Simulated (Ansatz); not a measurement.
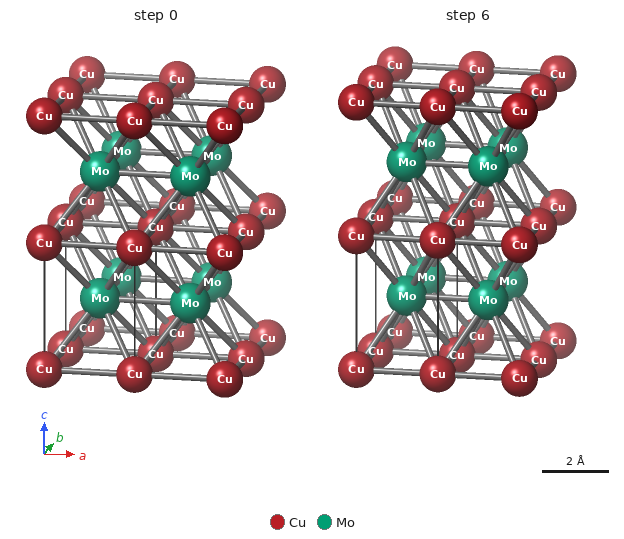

The structure of a crystal of CuMo (a generated structure, set up in P4/mmm) (coarse preliminary run) before (left) and after (right) a relaxation, at one scale.

Style: ball-and-stick. Shown: the cell of the calculation, repeated 2 × 2 × 2 with one cell outlined, slightly off an axis.

These are results of DFT PBE, scalar-relativistic, plane waves, PAW (Ansatz), not measurements.

The input:
```yaml
crystal:
  lattice:
    - [2.83629551, 0.0, 0.0]
    - [0.0, 2.83629551, 0.0]
    - [0.0, 0.0, 3.98628934]
  atoms:
    - { symbol: Cu, position: [0.0, 0.0, 0.0] }
    - { symbol: Mo, position: [0.5, 0.5, 0.5] }
basis:
  ecutwfc: 420
kpoints:
  mp_grid: { grid: [6, 6, 4] }
hamiltonian:
  xc: pbe
scf:
  occupations: { method: gaussian, width: 0.1 }
  lower_state_search: "off"
output:
  forces: true
  stress: true
  eigenvalues: true
relax:
  adjacent_minimum: "off"
  f_tol: 0.04
  max_steps: 70
  cell: { stress_tol: 0.4 }
```

Run as
```bash
ansatz run input.yaml --threads 1 --pin off --max-ram 2560MiB --backend cpu --events-out ev --progress --plain --runs-dir out
```

> Summarise the run.

The atoms keep their places relative to the cell (all moves are under 0.005 Å). The drawn cell changes as follows: a = b 2.836 → 2.564 Å (−9.6 %), c 3.986 → 4.202 Å (+5.4 %); the volume changes by −13.9 %. Near-neighbour distances that change, for instance: Cu1–Cu1 2.836 → 2.564 Å, Mo2–Mo2 2.836 → 2.564 Å, Cu1–Mo2 2.828 → 2.775 Å. The space group stays P4/mmm (No. 123). Over 5 accepted moves (6 points after the start) the energy falls by 244 meV per atom. All forces vanish by symmetry, so only the cell relaxes. The pressure goes from −22.12 to −0.06 GPa. The SCF was repeated once at an unchanged geometry on a basis and grid sized afresh for the cell, which shifted the energy by 0.9 meV per atom at most. The run took 8 s on 1 thread of Arm Neoverse V2, on a shared host, peak memory 0.3 GiB.

Limits of the set-up: the k-point mesh is coarse for a cell with partly filled bands.
